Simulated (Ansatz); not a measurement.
Input file:

```
crystal:
  lattice:
    - [5.2591329927, 0.0, 0.0]
    - [-2.6295664964, 4.5545427736, 0.0]
    - [0.0, 0.0, 5.9054666855]
  atoms:
    - { symbol: Dy, position: [0.6666666667, 0.3333333333, 0.5], spin: -0.21 }
    - { symbol: Dy, position: [0.0, 0.0, 0.0], spin: 0.3 }
    - { symbol: Dy, position: [0.0, 0.0, 0.5], spin: -0.31 }
    - { symbol: Ta, position: [0.6666666667, 0.3333333333, 0.0], spin: 1.49 }
    - { symbol: F, position: [0.3333333333, 0.6666666667, 0.28041713] }
    - { symbol: F, position: [0.3333333333, 0.6666666667, 0.71958287] }
basis:
  ecutwfc: 630
kpoints:
  mp_grid: { grid: [12, 12, 6] }
hamiltonian:
  xc: pbe
  pseudopotentials:
    kind: paw
    azcp: { Dy: "pseudopotentials/pbe/nc/lanthanide_3plus/Dy.nc.azcp" }
scf:
  occupations: { method: gaussian, width: 0.1 }
output:
  forces: true
  stress: true
  eigenvalues: true
  populations: true
  write_density: true
  write_potential: true
  elf: true
  volumetric_format: npy
magnetization:
  spin_polarized: true
relax:
  adjacent_minimum: "off"
  f_tol: 0.01
  max_steps: 80
  cell: { stress_tol: 0.05 }
```

Command:

```sh
ansatz run input.yaml --threads 1 --pin off --max-ram 2560MiB --backend cpu --events-out ev --progress --plain --runs-dir out
```

Below, planes, directions and counts refer to the conventional cell (a = 5.26 Å, b = 5.26 Å, c = 5.98 Å, α = 90.00°, β = 90.00°, γ = 120.00°).

The fields are those of the run's last geometry, not of the input's.

Space group P-6m2; a structure generated by program, which may or may not match a known phase; no Hubbard U on the f states and no spin–orbit coupling; spin-polarised.

These are results of DFT PBE, scalar-relativistic, plane waves, PAW; 4f electrons in the core of a trivalent norm-conserving potential in Ansatz, not measurements.

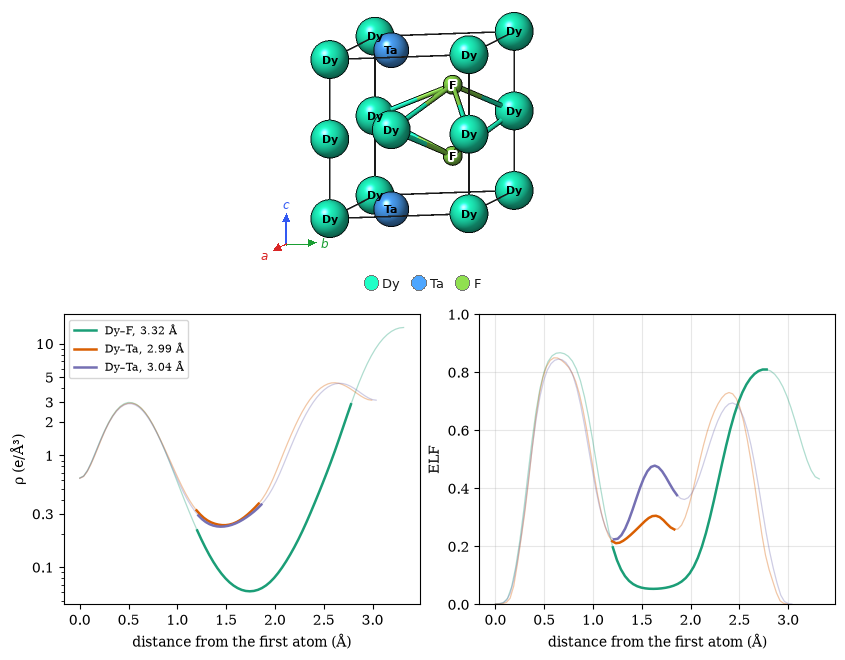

Dy3TaF2. Valence charge density (pseudo) and ELF along straight lines between neighbouring atoms. Thin, pale parts lie inside the atomic spheres. The structure is drawn too.

The density is the valence pseudo-density of a pseudopotential calculation; it isn't the true density close to the nuclei.

What can be read from the curves?

Answer. Dy–F (3.32 Å): ρ at the midpoint is about 0.06 e/Å³; the ELF is about 0.05 at the midpoint: no localised pair shows between them.
Dy–Ta (2.99 Å): ρ at the midpoint is about 0.24 e/Å³; the ELF is about 0.30 at the midpoint (no shared electron pair shows on this line).
Dy–Ta (3.04 Å): ρ is about 0.23 e/Å³ halfway; the ELF is about 0.45 at the midpoint.
